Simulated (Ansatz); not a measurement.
# B(AsH3)H3 (BAsH₆): inputs that go wrong

2 inputs were typed for B(AsH3)H3 (BAsH₆). Each is run as it stands; the log then has to tell whether the result can be used.

The runs use Ansatz 0.2.0, Gaussian basis; the settings change from run to run.

**1. The molecule**

The geometry comes from an earlier relaxation with B3LYP-D4 in a triple-zeta def2 set; it is a stationary point, not always the lowest conformer.

8 atoms, charge 0, spin multiplicity 1.

Atoms are counted from 1 here; the program's logs count them from 0.

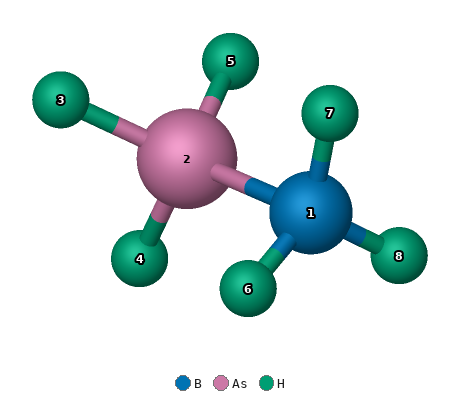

The geometry (boron blue, arsenic pink, hydrogen teal); atoms are numbered from 1 in the order of the file.

As a file:

```xyz
8
charge 0, multiplicity 1
B    -0.0042    0.0110   -1.2272
As    0.0029   -0.0074    0.8665
H     0.7623    1.0676    1.6060
H     0.5639   -1.2104    1.5858
H    -1.3098    0.1003    1.6045
H     1.1660   -0.0812   -1.4833
H    -0.5091    1.0743   -1.4680
H    -0.6720   -0.9542   -1.4844
```

**2. Try 1**

The input, in.yaml:

```yaml
crystal:
  periodic: [false, false, false]
  atoms:
    - {symbol: B, position_ang: [-0.004221, 0.011007, -1.227214]}
    - {symbol: As, position_ang: [0.002872, -0.007413, 0.866532]}
    - {symbol: H, position_ang: [0.762350, 1.067633, 1.606016]}
    - {symbol: H, position_ang: [0.563897, -1.210412, 1.585820]}
    - {symbol: H, position_ang: [-1.309836, 0.100259, 1.604495]}
    - {symbol: H, position_ang: [1.166046, -0.081249, -1.483273]}
    - {symbol: H, position_ang: [-0.509138, 1.074336, -1.467958]}
    - {symbol: H, position_ang: [-0.671970, -0.954161, -1.484429]}
basis:
  gaussian: {orbitals: def2-SVPD}
total_charge: -1
magnetization: {spin_polarized: true, initial_magnetization: 2}
hamiltonian: {xc: {name: r2SCANh}, dispersion: d3bjatm}
scf: {omitted_lower_state_checks: [starts]}
output: {forces: true}
```

Started as:

```sh
$ ansatz run in.yaml --threads 4 --pin off --events-out ev --progress --plain --max-ram 3916MiB
```

Standard output:

```text
Error: a molecule whose nuclei and cores have a total charge of 44 cannot have a net charge of -1 together with 2 unpaired electrons
```

It took 0.05 s on 4 threads of Arm Neoverse V2, shared host.

What is wrong: Refused before any calculation. The number of unpaired electrons doesn't fit the electron count. Fix: make charge and initial_magnetization agree: an even electron count takes an even number of unpaired electrons.

**3. Try 2**

The input, in.yaml:

```yaml
crystal:
  periodic: [false, false, false]
  atoms:
    - {symbol: B, position_ang: [-0.004221, 0.011007, -1.227214]}
    - {symbol: As, position_ang: [0.002872, -0.007413, 0.866532]}
    - {symbol: H, position_ang: [0.762350, 1.067633, 1.606016]}
    - {symbol: H, position_ang: [0.563897, -1.210412, 1.585820]}
    - {symbol: H, position_ang: [-1.309836, 0.100259, 1.604495]}
    - {symbol: H, position_ang: [1.166046, -0.081249, -1.483273]}
    - {symbol: H, position_ang: [-0.509138, 1.074336, -1.467958]}
    - {symbol: H, position_ang: [-0.671970, -0.954161, -1.484429]}
basis:
  gaussian: {orbitals: def2-SVPD, nuclear_model: gaussian}
hamiltonian: {xc: {name: HF}}
correlation: {method: mp2, frozen_orbitals: {B: 9}}
scf: {omitted_lower_state_checks: [starts]}
```

The command is unchanged.

Standard output:

```text
Functional definition: HF
  name "HF"
  cite "Fock, Z. Phys. 61, 126 (1930) doi:10.1007/BF01340294"
  parent pbe
  exchange = exact_x
  correlation = 0
these checks for a lower state are left out or cut short: starts
Error: "frozen_orbitals" has no count for As
```

Run time: 0.05 s. Hardware: 4 threads of Arm Neoverse V2, shared host.

**Diagnosis.** The program refused the input. Frozen orbitals are typed for one element alone, and the program wants a count for each. To mend it, leave frozen_orbitals out, or give every element a count that its core really has.

**4. How the tries ended**

| try | level | ended | cause | time |
| --- | --- | --- | --- | --- |
| 1 | r2SCANh/def2-SVPD | refused | the number of unpaired electrons doesn't fit the electron count | 0.05 s |
| 2 | MP2/def2-SVPD | refused | frozen orbitals are typed for one element alone, and the program wants a count for each | 0.05 s |

**Reading.** 2 refused. A refusal costs next to no computing time.
